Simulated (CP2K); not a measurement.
# IPEA1-xTB run of SiH4S (sulfanylsilane)

Aim: the energy difference between two shapes of SiH4S (sulfanylsilane) at IPEA1-xTB, from 2 runs. 

The results are computed with CP2K 2026.2.

1 further run of the same task is left out (set aside as unsound or not needed).

## 1. The structure to begin with

The species is SiH4S (6 atoms), meant as a singlet with charge 0. SMILES: `[SiH3]S`. The coordinates come from a PBE0-D4/def2-TZVP relaxation.

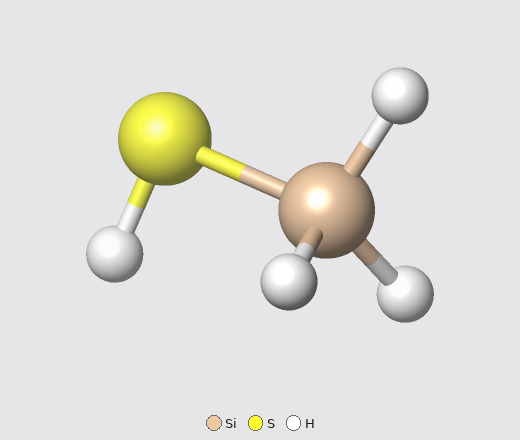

Viewed from a chosen angle; silicon light orange, sulfur yellow, hydrogen white.

## 2. Energy and gradient at IPEA1-xTB

File molecule.xyz:

```xyz
6

Si    -0.169800    -0.263400    -0.436000
S      0.907300    -0.012600     1.392800
H     -1.629800    -0.074300    -0.241600
H      0.108600    -1.658300    -0.852500
H      0.299800     0.681200    -1.481100
H      0.526100     1.263300     1.572300
```

File molecule.inp:

```
&GLOBAL
   PROJECT_NAME molecule
   RUN_TYPE ENERGY_FORCE
   PRINT_LEVEL MEDIUM
&END GLOBAL
&FORCE_EVAL
   METHOD QS
   &DFT
      CHARGE 0
      MULTIPLICITY 1
      &QS
         METHOD XTB
         EPS_DEFAULT 1.0E-10
         &XTB
            GFN_TYPE TBLITE
            &TBLITE
               METHOD IPEA1
            &END TBLITE
            CHECK_ATOMIC_CHARGES F
         &END XTB
      &END QS
      &POISSON
         PERIODIC NONE
         POISSON_SOLVER ANALYTIC
      &END POISSON
      &SCF
         SCF_GUESS ATOMIC
         EPS_SCF 1.0E-07
         MAX_SCF 150
         ADDED_MOS 4
         &DIAGONALIZATION
            ALGORITHM STANDARD
         &END DIAGONALIZATION
         &MIXING
            METHOD DIRECT_P_MIXING
            ALPHA 0.4
         &END MIXING
      &END SCF
      &PRINT
         &MOMENTS
            PERIODIC F
            REFERENCE COM
            MAX_MOMENT 1
         &END MOMENTS
         &MO ON
            ENERGIES T
            OCCUPATION_NUMBERS T
            NDIGITS 6
            &EACH
               QS_SCF 0
            &END EACH
            ADD_LAST NUMERIC
         &END MO
         &HIRSHFELD OFF
         &END HIRSHFELD
      &END PRINT
   &END DFT
   &SUBSYS
      &CELL
         ABC [angstrom] 14.5 14.9 15.1
         PERIODIC NONE
      &END CELL
      &TOPOLOGY
         COORD_FILE_NAME molecule.xyz
         COORD_FILE_FORMAT XYZ
         &CENTER_COORDINATES
         &END CENTER_COORDINATES
      &END TOPOLOGY
   &END SUBSYS
   &PRINT
      &FORCES ON
      &END FORCES
   &END PRINT
&END FORCE_EVAL
```

On the command line:

```sh
$ OMP_NUM_THREADS=1 cp2k.psmp -i molecule.inp > molecule.out 2>&1
```

Output:

```text
CP2K| version string:                                       CP2K version 2026.2
[...]
 GLOBAL| Method name                                                        CP2K
[...]
 GLOBAL| Run type                                                   ENERGY_FORCE
[...]
                             - Atoms:                                          6
[...]
                             - Spherical basis functions:                     26
[...]
 Number of electrons:                                                         14
[...]
  *** SCF run converged in    12 steps ***
[...]
  Fermi energy:                                                -0.25633127185423
[...]
 TB_DIPOLE| Moment [Debye]         -0.23416014       0.91478159       0.18965242
 TB_DIPOLE| Derivative [a.u.]       0.00000000       0.00000000       0.00000000
[...]
 ENERGY| Total FORCE_EVAL ( QS ) energy [hartree]             -7.958017539056230
 FORCES| Atomic forces [hartree/bohr]
 FORCES|   Atom     x               y               z               |f|
 FORCES|      1  3.95773354E-03 -2.35978049E-03  4.73487777E-03   6.60691200E-03
 FORCES|      2 -2.01982191E-02  1.43521325E-02 -2.27494940E-02   3.36376461E-02
 FORCES|      3  2.14412261E-02 -2.57479967E-03 -2.66476928E-03   2.17590617E-02
 FORCES|      4 -4.18718195E-03  2.03329233E-02  5.86862215E-03   2.15731544E-02
 FORCES|      5 -6.83969120E-03 -1.36468736E-02  1.54896242E-02   2.17473445E-02
 FORCES|      6  5.82613261E-03 -1.61036020E-02 -6.78860844E-04   1.71385726E-02
 FORCES| Sum     1.03216047E-16 -8.67361738E-17  1.04083409E-17
 FORCES| Total atomic force                                       1.35222223E-16
[...]
```

Wall time 0.42 s (1 thread of Arm Neoverse N1, shared host); peak memory 0.14 GiB.

## 3. The distorted shape at the same level

File molecule.xyz:

```xyz
6

Si    -0.169228    -0.248420    -0.451091
S      0.934546    -0.010117     1.391728
H     -1.592958    -0.097720    -0.227492
H      0.125700    -1.653994    -0.858108
H      0.292434     0.673602    -1.470702
H      0.555921     1.291651     1.578724
```

File mol.inp:

```
&FORCE_EVAL
   METHOD QS
   &DFT
      &QS
         METHOD XTB
         EPS_DEFAULT 1.0E-10
         &XTB
            GFN_TYPE TBLITE
            &TBLITE
               METHOD IPEA1
            &END TBLITE
            CHECK_ATOMIC_CHARGES F
         &END XTB
      &END QS
      &POISSON
         PERIODIC NONE
         POISSON_SOLVER ANALYTIC
      &END POISSON
      ! SCF settings
      &SCF
         SCF_GUESS ATOMIC
         EPS_SCF 1.0E-07
         MAX_SCF 150
         ADDED_MOS 4
         &DIAGONALIZATION
            ALGORITHM STANDARD
         &END DIAGONALIZATION
         &MIXING
            METHOD DIRECT_P_MIXING
            ALPHA 0.4
         &END MIXING
      &END SCF
      &PRINT
         &MOMENTS
            PERIODIC F
            REFERENCE COM
            MAX_MOMENT 1
         &END MOMENTS
         &MO ON
            ENERGIES T
            OCCUPATION_NUMBERS T
            NDIGITS 6
            &EACH
               QS_SCF 0
            &END EACH
            ADD_LAST NUMERIC
         &END MO
         &HIRSHFELD OFF
         &END HIRSHFELD
      &END PRINT
   &END DFT
   &SUBSYS
      &CELL
         ABC 14.5 14.9 15
         PERIODIC NONE
      &END CELL
      &TOPOLOGY
         COORD_FILE_NAME molecule.xyz
         COORD_FILE_FORMAT XYZ
         &CENTER_COORDINATES
         &END CENTER_COORDINATES
      &END TOPOLOGY
   &END SUBSYS
   ! extra output
   &PRINT
      &FORCES ON
      &END FORCES
   &END PRINT
&END FORCE_EVAL

&GLOBAL
   PROJECT mol
   RUN_TYPE ENERGY_FORCE
   PRINT_LEVEL MEDIUM
&END GLOBAL
```

On the command line:

```sh
$ OMP_NUM_THREADS=1 cp2k.psmp mol.inp > mol.out
```

Output:

```text
CP2K| version string:                                       CP2K version 2026.2
[...]
 GLOBAL| Method name                                                        CP2K
[...]
 GLOBAL| Run type                                                   ENERGY_FORCE
[...]
                             - Atoms:                                          6
[...]
                             - Spherical basis functions:                     26
[...]
 Number of electrons:                                                         14
[...]
  *** SCF run converged in    12 steps ***
[...]
  Fermi energy:                                                -0.25887441265858
[...]
 TB_DIPOLE| Moment [Debye]         -0.30006071       0.94764898       0.08665109
 TB_DIPOLE| Derivative [a.u.]       0.00000000       0.00000000       0.00000000
[...]
 ENERGY| Total FORCE_EVAL ( QS ) energy [hartree]             -7.957049517627516
 FORCES| Atomic forces [hartree/bohr]
 FORCES|   Atom     x               y               z               |f|
 FORCES|      1  1.75113244E-02 -1.56707478E-02  1.77092312E-02   2.94250860E-02
 FORCES|      2 -2.65259882E-02  2.52163899E-02 -2.64485254E-02   4.51554965E-02
 FORCES|      3  8.12537969E-03  3.75754391E-05 -1.43613979E-03   8.25140622E-03
 FORCES|      4 -4.78966494E-03  2.30577615E-02  6.20782978E-03   2.43544329E-02
 FORCES|      5 -3.08554498E-03 -5.22985400E-03  6.60140364E-03   8.96941975E-03
 FORCES|      6  8.76449400E-03 -2.74111250E-02 -2.63379948E-03   2.88984953E-02
 FORCES| Sum    -1.56125113E-17 -3.12250226E-17 -8.32667268E-17
 FORCES| Total atomic force                                       9.02889824E-17
[...]
```

It took 0.42 s on 1 thread of Arm Neoverse N1, shared host; peak memory 0.14 GiB.

## 4. What came out

At IPEA1-xTB:

| quantity | value |
| --- | --- |
| first shape: total energy | -7.95802 Eh |
| first shape: dipole moment (from atomic charges alone) | 0.96 D |
| first shape: HOMO energy | -11.97 eV |
| first shape: LUMO energy | -6.06 eV |
| first shape: HOMO–LUMO gap | 5.91 eV |
| first shape: largest force on an atom | 1.730 eV/Å |
| distorted shape: total energy | -7.95705 Eh |
| distorted shape: dipole moment (from atomic charges alone) | 1.00 D |
| distorted shape: HOMO energy | -11.92 eV |
| distorted shape: LUMO energy | -6.13 eV |
| distorted shape: HOMO–LUMO gap | 5.79 eV |
| distorted shape: largest force on an atom | 2.322 eV/Å |
| energy change with the atoms displaced | 0.026 eV |

**Reading.** With the atoms displaced the energy rises by 0.03 eV (2.5 kJ/mol). The first shape isn't relaxed at this level, so the change isn't measured from a minimum. The largest force (first shape) is 1.73 eV/Å: the shape isn't a stationary point for this species at this level. The dipole (first shape) comes from point charges on the atoms alone, without atomic dipoles, so it is partial. The dipole (distorted shape) comes from point charges on the atoms alone, without atomic dipoles, so it is partial.
